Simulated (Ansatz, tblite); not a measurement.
# In(H2S)H3 (InH5S): spin states and exact exchange

Is the singlet the ground state of In(H2S)H3 (InH5S)? Other spin states are computed and compared level by level.

Program: Ansatz 0.2.0, Gaussian basis. Level of theory: as each input shows. These are calculated values, not measurements.

Plan: triplet, at the geometry of the singlet (GFN1-xTB, GFN2-xTB, PBE0-D4/def2-TZVP, PBE-D4/def2-TZVP, r2SCAN-D4/def2-TZVP); the singlet's energies come from earlier runs.

2 further runs of the same task are left out: 2 set aside as unsound or not needed. Runs told in other sessions of the task aren't counted.

## (1) The relaxed structure

The geometry is that of the singlet, from an earlier relaxation (r2SCAN-D4/def2-TZVP).

7 atoms, charge 0, spin multiplicity 1.

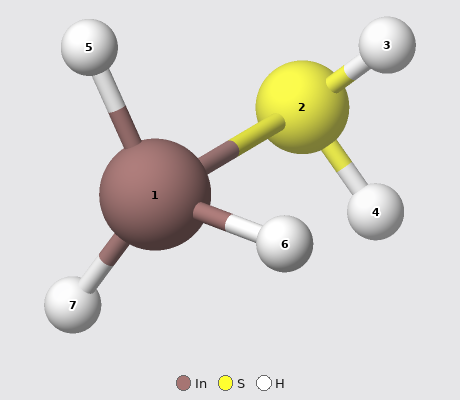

The structure; indium brown, sulfur yellow, hydrogen white; atoms are numbered from 1 in the order of the file.

In takes a core potential in the def2 sets. No spin-orbit coupling is included.

## (2) Triplet at the fixed geometry, GFN1-xTB

Tight binding, by tblite at 300 K electronic temperature and without a spin-polarisation term:

```python
tblite.interface.Calculator('GFN1-xTB', numbers, positions, charge=0, uhf=2).singlepoint()
```

Energy -208.6413 eV; 0.006 s.

## (3) Triplet at the fixed geometry, GFN2-xTB

Tight binding, by tblite at 300 K electronic temperature and without a spin-polarisation term:

```python
tblite.interface.Calculator('GFN2-xTB', numbers, positions, charge=0, uhf=2).singlepoint()
```

Energy -183.9927 eV; 0.004 s.

## (4) Triplet at the fixed geometry, PBE0-D4/def2-TZVP

Contents of in.yaml:

```yaml
crystal:
  periodic: [false, false, false]
  atoms:
    - {symbol: In, position_ang: [0.121722, -0.201920, -1.201930]}
    - {symbol: S, position_ang: [0.153761, -0.268328, 1.645341]}
    - {symbol: H, position_ang: [0.521202, 1.017816, 1.777408]}
    - {symbol: H, position_ang: [-1.149280, 0.035513, 1.772093]}
    - {symbol: H, position_ang: [1.842105, -0.185841, -1.341999]}
    - {symbol: H, position_ang: [-0.746290, 1.291430, -1.303323]}
    - {symbol: H, position_ang: [-0.743230, -1.688670, -1.347591]}
basis:
  gaussian: {orbitals: def2-TZVP}
magnetization: {spin_polarized: true, initial_magnetization: 2}
hamiltonian: {xc: pbe0, dispersion: d4}
scf: {omitted_lower_state_checks: [starts]}
output: {orbitals: {seedname: orbitals}}
```

Launch:

```bash
> ansatz run in.yaml --threads 4 --pin off --events-out ev --progress --plain --max-ram 3916MiB
```

Standard output:

```text
Functional definition: PBE0
  name "PBE0"
  cite "Adamo & Barone, J. Chem. Phys. 110, 6158 (1999) doi:10.1063/1.478522"
  cite "Perdew, Burke & Ernzerhof, Phys. Rev. Lett. 77, 3865 (1996) doi:10.1103/PhysRevLett.77.3865"
  parent pbe
  parameter a = 0.25
  parameter kappa = 0.804
  parameter beta = 0.06672455060314922
  exchange = (1 - a)*pbe_x(kappa = kappa, mu = beta*pi^2/3) + a*exact_x
  correlation = pbe_c(beta = beta)
these checks for a lower state are left out or cut short: starts
972 factors; their error is unknown
mean field evaluation 1: about -16077.7755 eV, gradient 1.4e1 eV
mean field evaluation 2: about -16070.0683 eV, gradient 3.4e1 eV
mean field evaluation 4: about -16080.3284 eV, gradient 6.2e0 eV
mean field evaluation 8: about -16080.7644 eV, gradient 2.0e-1 eV
mean field evaluation 16: about -16080.8362 eV, gradient 9.7e-3 eV
mean field evaluation 32: about -16080.8627 eV, gradient 1.6e0 eV
mean field -16080.88687475 eV, -590.9616926306 hartree, gradient 2.8e-6 eV, S^2 2.007255; 0 other end points of the search recorded, 0 dependent functions left out
reference -16080.88692741 eV, -590.9616945658 hartree; 22, 20 occupied and 95, 97 virtual orbitals, 972 factors
Total energy: -16080.98553795 eV, -590.9653184363 hartree
Checks for a lower state left out: starts
```

It took 5.5 s on 4 threads of Arm Neoverse V1, shared host.

Report: HOMO -2.66 eV, LUMO -6.43 eV (over both spins; with the spin held, an empty level of the minority spin lies below the top filled one); ⟨S²⟩ 2.007 (pure: 2.00).

## (5) Triplet at the fixed geometry, PBE-D4/def2-TZVP

start.molden holds the orbitals of an earlier run on this state, given as this run's starting guess.

in.yaml, as its differences from that of step 4:

```diff
@@ -11,5 +11,5 @@
 basis:
-  gaussian: {orbitals: def2-TZVP}
+  gaussian: {orbitals: def2-TZVP, initial_orbitals: start.molden}
 magnetization: {spin_polarized: true, initial_magnetization: 2}
-hamiltonian: {xc: pbe0, dispersion: d4}
+hamiltonian: {xc: pbe, dispersion: d4}
 scf: {omitted_lower_state_checks: [starts]}
```

The command is unchanged.

Standard output:

```text
Functional definition: PBE
  name "PBE"
  cite "Perdew, Burke & Ernzerhof, Phys. Rev. Lett. 77, 3865 (1996) doi:10.1103/PhysRevLett.77.3865"
  parent pbe
  parameter kappa = 0.804
  parameter beta = 0.06672455060314922
  exchange = pbe_x(kappa = kappa, mu = beta*pi^2/3)
  correlation = pbe_c(beta = beta)
these checks for a lower state are left out or cut short: starts
869 factors; their error is unknown
mean field evaluation 1: about -16080.0236 eV, gradient 6.1e0 eV
mean field evaluation 2: about -16080.1113 eV, gradient 1.6e-1 eV
mean field evaluation 4: about -16080.1044 eV, gradient 1.4e-2 eV
mean field evaluation 8: about -16080.1044 eV, gradient 2.4e-5 eV
mean field evaluation 16: about -16080.1044 eV, gradient 2.7e-6 eV
mean field -16080.10439112 eV, -590.9329368876 hartree, gradient 2.7e-6 eV, S^2 2.004566; 0 other end points of the search recorded, 0 dependent functions left out
reference -16080.10446066 eV, -590.9329394429 hartree; 22, 20 occupied and 95, 97 virtual orbitals, 869 factors
Total energy: -16080.22009754 eV, -590.9371890198 hartree
Checks for a lower state left out: starts
```

Run time: 1.9 s. Hardware: 4 threads of Arm Neoverse V1, shared host.

Report: HOMO -2.08 eV, LUMO -7.25 eV (over both spins; with the spin held, an empty level of the minority spin lies below the top filled one); ⟨S²⟩ 2.005 (pure: 2.00).

## (6) Triplet at the fixed geometry, r2SCAN-D4/def2-TZVP

in.yaml, as its differences from that of step 5:

```diff
@@ -13,3 +13,3 @@
 magnetization: {spin_polarized: true, initial_magnetization: 2}
-hamiltonian: {xc: pbe, dispersion: d4}
+hamiltonian: {xc: r2scan, dispersion: d4}
 scf: {omitted_lower_state_checks: [starts]}
```

Launched as before.

Standard output:

```text
Functional definition: r2SCAN
  name "r2SCAN"
  cite "Furness, Kaplan, Ning, Perdew & Sun, J. Phys. Chem. Lett. 11, 8208 (2020) doi:10.1021/acs.jpclett.0c02405"
  cite "Furness, Kaplan, Ning, Perdew & Sun, J. Phys. Chem. Lett. 11, 9248 (2020) doi:10.1021/acs.jpclett.0c03077"
  parent r2scan
  parameter k0 = 0.174
  parameter k1 = 0.065
  parameter a1 = 4.9479
  exchange = r2scan_x(k0 = k0, k1 = k1, a1 = a1)
  correlation = r2scan_c
these checks for a lower state are left out or cut short: starts
869 factors; their error is unknown
mean field evaluation 1: about -16086.0133 eV, gradient 4.4e0 eV
mean field evaluation 2: about -16086.0483 eV, gradient 6.4e-2 eV
mean field evaluation 4: about -16086.0389 eV, gradient 1.4e-3 eV
mean field evaluation 8: about -16086.0389 eV, gradient 2.2e-5 eV
mean field -16086.03885836 eV, -591.1510245361 hartree, gradient 1.0e-5 eV, S^2 2.008418; 0 other end points of the search recorded, 0 dependent functions left out
reference -16086.03889091 eV, -591.1510257323 hartree; 22, 20 occupied and 95, 97 virtual orbitals, 869 factors
Total energy: -16086.06562357 eV, -591.1520081394 hartree
Checks for a lower state left out: starts
```

Wall time 6.5 s (4 threads of Arm Neoverse V1, shared host).

From the report: HOMO -2.10 eV, LUMO -7.04 eV (over both spins; with the spin held, an empty level of the minority spin lies below the top filled one); ⟨S²⟩ 2.008 (pure: 2.00).

## (7) Triplet less singlet, vertical

The singlet's energies are those of its earlier runs, whose logs aren't repeated here.

| level | triplet less singlet, vertical (kcal/mol) | time |
| --- | --- | --- |
| GFN1-xTB | +162.4 | 0.022 s |
| GFN2-xTB | +130.6 | 0.007 s |
| PBE-D4/def2-TZVP | +119.2 | 2.8 s |
| r2SCAN-D4/def2-TZVP | +123.4 | 8.2 s |
| PBE0-D4/def2-TZVP | +125.5 | 6.5 s |

Times add the two runs; a level without a time comes out of a correlated run. Tight binding without a spin term can't rank spin states.

## (8) What came out

| quantity | value |
| --- | --- |
| triplet less singlet, vertical, functionals in def2-TZVP | +119.2 (PBE-D4) to +125.5 kcal/mol (PBE0-D4) |

**Reading.** All functionals put the triplet above the singlet, over a spread of 6.3 kcal/mol. The checks for a lower triplet were left out, so another state of that spin may lie lower. These are electronic energies, without zero-point motion, entropy or surroundings.
